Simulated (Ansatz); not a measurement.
# BH2Cl− (SMILES [BH2-]Cl) at UCCSDTQ/STO-3G

Aim: the vertical doublet–quartet gap of BH2Cl− at UCCSDTQ/STO-3G, from 2 runs. 

The results are computed with Ansatz 0.2.0.

### 1 Starting point

BH2Cl−: 4 atoms, total charge -1, spin state doublet. As SMILES, `[BH2-]Cl`. The coordinates come from a GFN2-xTB relaxation.

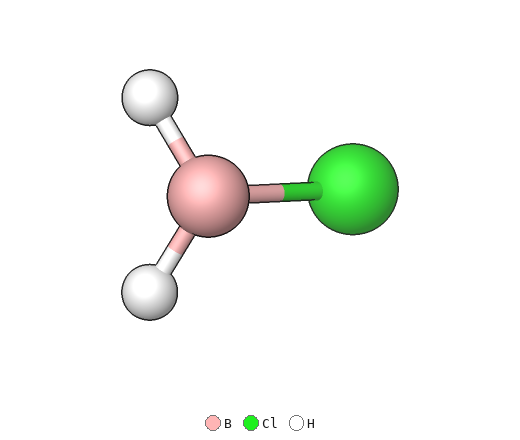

Viewed from a chosen angle; boron pink, chlorine green, hydrogen white.

### 2 The energy at UCCSDTQ/STO-3G

in.yaml

```yaml
basis:
  gaussian:
    orbitals: STO-3G
crystal:
  periodic: [false, false, false]
  atoms:
    - symbol: B
      position_ang: [-0.072740, -0.194320, -0.337270]
    - symbol: Cl
      position_ang: [1.390160, 0.062360, 0.884750]
    - symbol: H
      position_ang: [-0.963970, -0.752550, 0.264630]
    - symbol: H
      position_ang: [-0.353460, 0.884500, -0.812110]
total_charge: -1
magnetization:
  spin_polarized: true
  initial_magnetization: 1
correlation:
  method: ccsdtq
  frozen_orbitals: {B: 1, Cl: 5, H: 0}
accuracy: high
scf:
  omitted_lower_state_checks: [cluster_reference, increment]
```

Started as:

```console
$ ansatz run in.yaml --threads 1 --pin off --max-ram 2610MiB --events-out events.jsonl --progress --plain --runs-dir runs
```

Log (excerpt; [...] marks lines left out):

```text
Warning: RAYON_NUM_THREADS=1 ignored (pool sized by the plan → 1); use --threads N
Functional definition: HF
  name "HF"
[...]
259 factors; integrals over basis functions are off by at most 1.9e-8 eV
[...]
mean field -13061.15244808 eV, -479.9884993000 hartree, gradient 2.3e-8 eV, S^2 0.755147; 0 other end points of the search recorded, 0 dependent functions left out
6 core orbitals not correlated: weight in the atoms' cores, before any rotation towards them, 1.000 or more for the frozen orbitals, at most 0.000 for the correlated occupied ones
reference -13061.15244808 eV, -479.9884993000 hartree; 7, 6 occupied and 3, 4 virtual orbitals, 259 factors
second order -0.85854413 eV of doubles, -0.00000000 eV of singles
cycle   1  -1.09795757 eV  change   -2.4e-1 eV  update   4.1e-2
[...]
cycle  21  -1.25809036 eV  change  -5.5e-10 eV  update   1.4e-9
Total energy: -13062.41053844 eV, -480.0347332678 hartree
Checks for a lower state left out: cluster_reference, increment
```

It took 24 s on 1 thread of Arm Neoverse V1, shared host; peak memory 0.24 GiB.

### 3 The quartet

run.yaml

```yaml
crystal:
  periodic: [false, false, false]
  atoms:
    - {symbol: B, position_ang: [-0.072740, -0.194320, -0.337270]}
    - {symbol: Cl, position_ang: [1.390160, 0.062360, 0.884750]}
    - {symbol: H, position_ang: [-0.963970, -0.752550, 0.264630]}
    - {symbol: H, position_ang: [-0.353460, 0.884500, -0.812110]}
basis:
  gaussian:
    orbitals: STO-3G
total_charge: -1
correlation:
  method: ccsdtq
  frozen_orbitals: {B: 1, Cl: 5, H: 0}
magnetization:
  spin_polarized: true
  initial_magnetization: 3
accuracy: high
scf:
  omitted_lower_state_checks: [cluster_reference, increment]
```

Started as:

```console
$ ansatz run run.yaml --threads 1 --pin off --max-ram 2610MiB --events-out events.jsonl --progress --plain --runs-dir runs
```

Log (excerpt; [...] marks lines left out):

```text
Warning: RAYON_NUM_THREADS=1 ignored (pool sized by the plan → 1); use --threads N
[... 2 set-up lines as earlier in the session ...]
[...]
259 factors; integrals over basis functions are off by at most 1.9e-8 eV
[...]
mean field -13049.07165827 eV, -479.5445384630 hartree, gradient 1.4e-8 eV, S^2 3.752476; 8 other end points of the search recorded, 0 dependent functions left out
6 core orbitals not correlated: weight in the atoms' cores, before any rotation towards them, 1.000 or more for the frozen orbitals, at most 0.000 for the correlated occupied ones
reference -13049.07165827 eV, -479.5445384630 hartree; 8, 5 occupied and 2, 5 virtual orbitals, 259 factors
second order -0.68050548 eV of doubles, -0.00000000 eV of singles
cycle   1  -0.90910640 eV  change   -2.5e-1 eV  update   4.6e-2
[...]
cycle  47  -1.15239880 eV  change  -6.0e-10 eV  update  9.4e-10
WARN: these amplitudes may be one of several solutions (largest doubles amplitude 0.06, level shift 0.91 eV)
Total energy: -13050.22405707 eV, -479.5868883378 hartree
Checks for a lower state left out: cluster_reference, increment
```

Wall time 25 s (1 thread of Arm Neoverse V1, shared host); peak memory 0.19 GiB.

### 4 What came out

At UCCSDTQ/STO-3G, 6 core orbitals frozen:

| quantity | value |
| --- | --- |
| doublet: total energy | -480.03473 Eh |
| doublet: correlation energy (6 core orbitals frozen) | -46.2 mEh |
| doublet: ⟨S²⟩ of the reference determinant | 0.755 |
| doublet: T1 diagnostic | 0.006 |
| quartet: total energy | -479.58689 Eh |
| quartet: correlation energy (6 core orbitals frozen) | -42.3 mEh |
| quartet: ⟨S²⟩ of the reference determinant | 3.752 |
| quartet: T1 diagnostic | 0.025 |
| vertical energy of the quartet above the doublet | 12.186 eV |

At this shape the quartet lies 12.19 eV (1176 kJ/mol) above the doublet. For an anion a state so high probably lies above electron detachment. In a minimal basis such a difference can be off by several eV, whatever the method.
